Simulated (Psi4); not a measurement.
**Single-point calculation of C2H3Ge (part 1 of 2)**

- system: C2H3Ge, multiplicity 2
- method: TPSSh/def2-SVP, UKS, dispersion D3(BJ) (Psi4 1.11)

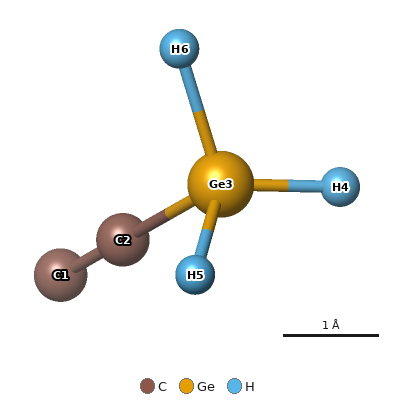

Fig. 1: The structure as given in the input (ball-and-stick view, seen at a tilt; atoms are numbered from 1 in the order of the input). Sticks mark near contacts. Bond lengths as drawn: C–C 1.21 Å, C–Ge 1.90 Å and Ge–H 1.30 to 1.53 Å.

### Results in brief

| quantity | value |
| --- | --- |
| outcome | converged |
| total energy | −2154.463801 hartree |
| dispersion energy | −0.004632 hartree |
| basis functions | 75 |
| ⟨S²⟩ | 0.784 |
| dipole moment | 1.25 D |
| hardware | 1 thread of Intel Xeon (Granite Rapids), 32 GiB of memory available, shared host |
| wall time | 12 s |
| peak memory | 0.81 GiB |

### Input (job.dat)
```
memory 1600 mb

molecule {
  0 2
  C      1.65792098    -3.90620185     1.91520152
  C      0.69756216    -2.10283621     0.88416695
  Ge    -0.81232901     0.73269784    -0.73967471
  H     -2.80076309    -0.05310130    -1.95756729
  H      1.13012047     1.86388790    -2.56363837
  H     -1.54705453     2.65133678     1.29952875
  units bohr
  symmetry c1
}

set basis def2-SVP
set reference uks

set reference uhf
set stability_analysis follow
set max_attempts 5
energy("scf")
set reference uks
set stability_analysis none
set guess read
set guess_mix false

e_tot, wfn = energy("tpssh-d3bj2b", return_wfn=True)
print_variables()
```

Run as:
```bash
psi4 -i job.dat -o job.out -n 1
```

### The program's output
```
Psi4 1.11 release

   => Loading Basis Set <=

    Name: DEF2-SVP
    Role: ORBITAL
    Keyword: BASIS

         ---------------------------------------------------------
                                   SCF
                              UHF Reference
                        1 Threads,   1525 MiB Core
         ---------------------------------------------------------

  ==> Geometry <==

    Molecular point group: c1
    Full point group: C1

    Geometry (in Bohr), charge = 0, multiplicity = 2:

       Center              X                  Y                   Z               Mass
    ------------   -----------------  -----------------  -----------------  -----------------
         C            2.004897211142    -3.772965175998     2.156245399295    12.000000000000
         C            1.044538391142    -1.969599535998     1.125210829295    12.000000000000
         GE          -0.465352778858     0.865934514002    -0.498630830705    73.921177761000
         H           -2.453786858858     0.080135374002    -1.716523410705     1.007825032230
         H            1.477096701142     1.997124574002    -2.322594490705     1.007825032230
         H           -1.200078298858     2.784573454002     1.540572629295     1.007825032230

  Running in c1 symmetry.

  Rotational constants: A =      2.89871  B =      0.13075  C =      0.13015 [cm^-1]
  Rotational constants: A =  86901.28270  B =   3919.78701  C =   3901.80910 [MHz]
  Nuclear repulsion =  143.431758061116398

  Charge       = 0
  Multiplicity = 2
  Electrons    = 47
  Nalpha       = 24
  Nbeta        = 23

  ==> Algorithm <==

  SCF Algorithm Type is DF.
  DIIS enabled.
  MOM disabled.
  Fractional occupation disabled.
  Guess Type is SAD.
  Energy threshold   = 1.00e-06
  Density threshold  = 1.00e-06
  Integral threshold = 1.00e-12

  ==> Primary Basis <==

  Basis Set: DEF2-SVP
    Blend: DEF2-SVP
    Number of shells: 33
    Number of basis functions: 75
    Number of Cartesian functions: 80
    Spherical Harmonics?: true
    Max angular momentum: 2

   => Loading Basis Set <=

    Name: (DEF2-SVP AUX)
    Role: JKFIT
    Keyword: DF_BASIS_SCF

  ==> Integral Setup <==

  DFHelper Memory: AOs need 0.023 GiB; user supplied 1.118 GiB.
  SCF_SUBTYPE=INCORE selected. In-core MEM_DF algorithm will be used.
  Using in-core AOs.

  ==> MemDFJK: Density-Fitted J/K Matrices <==

    J tasked:                   Yes
    K tasked:                   Yes
    wK tasked:                   No
    Memory [MiB]:              1144
    Algorithm:                 Core
    Schwarz Cutoff:           1E-12
    Mask sparsity (%):       0.9956
    Fitting Condition:        1E-10

   => Auxiliary Basis Set <=

  Basis Set: (DEF2-SVP AUX)
    Blend: DEF2-UNIVERSAL-JKFIT
    Number of shells: 128
    Number of basis functions: 470
    Number of Cartesian functions: 609
    Spherical Harmonics?: true
    Max angular momentum: 5

  Minimum eigenvalue in the overlap matrix is 1.6638974251E-03.
  Reciprocal condition number of the overlap matrix is 3.7551931520E-04.
    Using symmetric orthogonalization.

  ==> Pre-Iterations <==

  SCF Guess: Superposition of Atomic Densities via on-the-fly atomic UHF (no occupation information).

   -------------------------
    Irrep   Nso     Nmo
   -------------------------
     A         75      75
   -------------------------
    Total      75      75
   -------------------------

  ==> Iterations <==

                           Total Energy        Delta E     RMS |[F,P]|

   @DF-UHF iter SAD: -2147.94274739811362   -2.14794e+03   0.00000e+00
   @DF-UHF iter   1: -2151.22994646350844   -3.28720e+00   2.80643e-02 DIIS/ADIIS
   @DF-UHF iter   2: -2151.81592634016306   -5.85980e-01   2.32109e-02 DIIS/ADIIS
   @DF-UHF iter   3: -2152.32627906339394   -5.10353e-01   1.80761e-03 DIIS/ADIIS
   @DF-UHF iter   4: -2152.33448901687780   -8.20995e-03   5.29190e-04 DIIS/ADIIS
   @DF-UHF iter   5: -2152.33630921161921   -1.82019e-03   3.54794e-04 DIIS/ADIIS
   @DF-UHF iter   6: -2152.33787966737282   -1.57046e-03   2.85900e-04 DIIS/ADIIS
   @DF-UHF iter   7: -2152.34055649034826   -2.67682e-03   2.46281e-04 DIIS/ADIIS
   @DF-UHF iter   8: -2152.34493600151018   -4.37951e-03   8.92789e-05 DIIS
   @DF-UHF iter   9: -2152.34481107130296    1.24930e-04   7.68787e-05 DIIS
   @DF-UHF iter  10: -2152.34508914949947   -2.78078e-04   1.13704e-05 DIIS
   @DF-UHF iter  11: -2152.34508622164822    2.92785e-06   1.08862e-05 DIIS
   @DF-UHF iter  12: -2152.34509054783757   -4.32619e-06   2.60910e-06 DIIS
   @DF-UHF iter  13: -2152.34509075624101   -2.08403e-07   5.91440e-07 DIIS
  Energy and wave function converged.

    Wavefunction stable under totally symmetric rotations.
    Lowest totally symmetric eigenvalue: 0.108160
    Lowest UHF->UHF stability eigenvalues:
       A 0.108160

    Stability analysis over.

  ==> Post-Iterations <==

   @Spin Contamination Metric:   4.023334645E-01
   @S^2 Expected:                7.500000000E-01
   @S^2 Observed:                1.152333464E+00
   @S   Expected:                5.000000000E-01
   @S   Observed:                5.000000000E-01

    Orbital Energies [Eh]
    ---------------------

    Alpha Occupied:

       1A   -405.208691     2A    -52.137592     3A    -46.238906
       4A    -46.238567     5A    -46.238205     6A    -11.294448
       7A    -11.222583     8A     -7.196428     9A     -5.175788
      10A     -5.174495    11A     -5.173140    12A     -1.651608
      13A     -1.649102    14A     -1.646953    15A     -1.643884
      16A     -1.643783    17A     -1.036319    18A     -0.789809
      19A     -0.629294    20A     -0.532202    21A     -0.507412
      22A     -0.489596    23A     -0.441747    24A     -0.439160

    Alpha Virtual:

      25A      0.136611    26A      0.141329    27A      0.162695
      28A      0.232208    29A      0.248644    30A      0.261619
      31A      0.298693    32A      0.417468    33A      0.429576
      34A      0.462590    35A      0.516277    36A      0.543833
      37A      0.589943    38A      0.591265    39A      0.633657
      40A      0.642124    41A      0.701898    42A      0.704195
      43A      0.713185    44A      0.846634    45A      0.932144
      46A      0.933810    47A      1.035339    48A      1.109773
      49A      1.188783    50A      1.254919    51A      1.348759
      52A      1.605933    53A      1.695929    54A      1.698625
      55A      1.784584    56A      1.786217    57A      1.876485
      58A      1.890111    59A      1.894923    60A      2.079089
      61A      2.084318    62A      2.140892    63A      2.190261
      64A      2.226857    65A      2.283623    66A      2.285785
      67A      2.449711    68A      2.817490    69A      2.827916
      70A      2.836250    71A      2.841976    72A      2.920715
      73A      3.078350    74A      3.310090    75A      3.463112

    Beta Occupied:

       1A   -405.208324     2A    -52.137681     3A    -46.238803
       4A    -46.238669     5A    -46.238314     6A    -11.241665
       7A    -11.236580     8A     -7.196017     9A     -5.175460
      10A     -5.173976    11A     -5.173190    12A     -1.652119
      13A     -1.649414    14A     -1.647939    15A     -1.644075
      16A     -1.643887    17A     -0.998740    18A     -0.781466
      19A     -0.570415    20A     -0.519319    21A     -0.499348
      22A     -0.410908    23A     -0.407891

    Beta Virtual:

      24A      0.045746    25A      0.157446    26A      0.165821
      27A      0.173425    28A      0.237112    29A      0.259522
      30A      0.264204    31A      0.294468    32A      0.418150
      33A      0.430249    34A      0.460773    35A      0.570476
      36A      0.581120    37A      0.581835    38A      0.637533
      39A      0.646596    40A      0.662847    41A      0.730756
      42A      0.771370    43A      0.771955    44A      0.831246
      45A      0.905280    46A      0.906055    47A      1.036905
      48A      1.104892    49A      1.185820    50A      1.254098
      51A      1.392734    52A      1.603999    53A      1.710415
      54A      1.710692    55A      1.797207    56A      1.800014
      57A      1.883989    58A      1.914770    59A      1.925835
      60A      2.098305    61A      2.100232    62A      2.151427
      63A      2.193388    64A      2.227485    65A      2.285468
      66A      2.287647    67A      2.496119    68A      2.819019
      69A      2.831379    70A      2.867321    71A      2.873845
      72A      2.939379    73A      3.078438    74A      3.314742
      75A      3.484004

    Final Occupation by Irrep:
              A
    DOCC [    23 ]
    SOCC [     1 ]
    NA   [    24 ]
    NB   [    23 ]

  @DF-UHF Final Energy: -2152.34509075624101

   => Energetics <=

    Nuclear Repulsion Energy =            143.4317580611163976
    One-Electron Energy =               -3283.4697267615774763
    Two-Electron Energy =                 987.6928779442201858
    Total Energy =                      -2152.3450907562410066

  UHF NO Occupations:
  HONO-2 :   22  A 1.8962709
  HONO-1 :   23  A 1.8956451
  HONO-0 :   24  A 1.0000000
  LUNO+0 :   25  A 0.1043549
  LUNO+1 :   26  A 0.1037291
  LUNO+2 :   27  A 0.0030971
  LUNO+3 :   28  A 0.0006325

Computation Completed

Properties will be evaluated at   0.000000,   0.000000,   0.000000 [a0]

Properties computed using the SCF density matrix

 Multipole Moments:

 ------------------------------------------------------------------------------------
     Multipole            Electronic (a.u.)      Nuclear  (a.u.)        Total (a.u.)
 ------------------------------------------------------------------------------------

 L = 1.  Multiply by 2.5417464519 to convert [e a0] to [Debye]
 Dipole X            :         -1.4715460            1.2285562           -0.2429898
 Dipole Y            :          2.0944764           -1.8836504            0.2108260
 Dipole Z            :         -1.4453853            1.2340055           -0.2113798
 Magnitude           :                                                    0.3849325

 ------------------------------------------------------------------------------------

	total time  =          2 seconds =       0.03 minutes

   => Loading Basis Set <=

    Name: DEF2-SVP
    Role: ORBITAL
    Keyword: BASIS

   => TPSSH-D3(BJ): Empirical Dispersion <=

        s6 =       1.000000
        s8 =       2.238200
        a1 =       0.452900
        a2 =       4.655000

         ---------------------------------------------------------
                                   SCF
                              UKS Reference
                        1 Threads,   1525 MiB Core
         ---------------------------------------------------------

  ==> Geometry <==

    Molecular point group: c1
    Full point group: C1

    Geometry (in Bohr), charge = 0, multiplicity = 2:

       Center              X                  Y                   Z               Mass
    ------------   -----------------  -----------------  -----------------  -----------------
         C            2.004897211142    -3.772965175998     2.156245399295    12.000000000000
         C            1.044538391142    -1.969599535998     1.125210829295    12.000000000000
         GE          -0.465352778858     0.865934514002    -0.498630830705    73.921177761000
         H           -2.453786858858     0.080135374002    -1.716523410705     1.007825032230
         H            1.477096701142     1.997124574002    -2.322594490705     1.007825032230
         H           -1.200078298858     2.784573454002     1.540572629295     1.007825032230
```
